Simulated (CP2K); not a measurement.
Consider nitrosooxirane at its PBE geometry (Å).

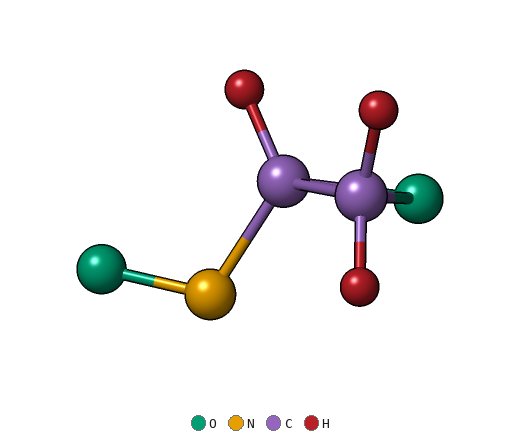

The molecule (oxygen teal, nitrogen orange, carbon purple, hydrogen red).

```xyz
8

O     2.3608   -0.5611   -0.0507
N     1.1938   -0.9259   -0.1625
C     0.2488    0.0215    0.4266
C    -0.9598    0.2645   -0.4039
O    -1.0163   -0.5593    0.7707
H     0.6657    0.7845    1.0933
H    -1.0633   -0.2724   -1.3499
H    -1.4296    1.2482   -0.3236
```

Method: CP2K XAS_TDP, all-electron GAPW, PBEh(45%), aug-cc-pVDZ, TDA, GW2X-corrected core level, no relativity.

Q: Where do the O K-edge lines lie, and how strong are they?

Leading lines: O1 530.95 eV and O5 534.14 eV. The leading line of an atom is its first one with 35 % of the strongest within 2.5 eV of its lowest line over the strength cut. Core ionisation energies at this level: O1 540.45 and O5 539.38 eV.

The first six lines of each atom with a strength over 0.0015:

```csv
atom,energy (eV),states,"strength, one atom",above the computed threshold
O1 (bonded to N),530.95,1,0.0531,
,539.48,1,0.0034,
,539.82,1,0.0029,
,540.62,1,0.0016,yes
,541.01,1,0.0060,yes
,541.36,1,0.0072,yes
O5 (bonded to 2 C),534.14,1,0.0205,
,535.99,1,0.0386,
,537.31,1,0.0211,
,537.77,1,0.0031,
,538.68,1,0.0015,
,539.41,1,0.0044,yes
```

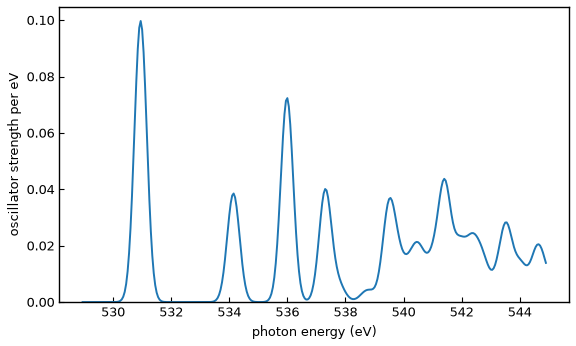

All atoms added, broadened by 0.5 eV.

Lines are vertical, at one geometry, with no vibrational structure. GW2X ionisation energies and lines can be off by 1 to 2 eV either way, and a good line position may hide errors that cancel. These values hold no scalar relativity, about 0.4 eV for O 1s. Rydberg lines, and the discretised continuum above threshold, depend on the basis and the box.

[Banner, clock and machine lines of the logs are left out without a mark of their own.]

[Logs are printed without paths, hosts, clocks, repeated set-up lines and the standing remarks that a program may print on its own settings, such as how far it seeks lower states.]

[Hosts, paths, dates, database ids (printed as entryN), source tags and the programs' standing remarks are cut or masked in the printed files.]
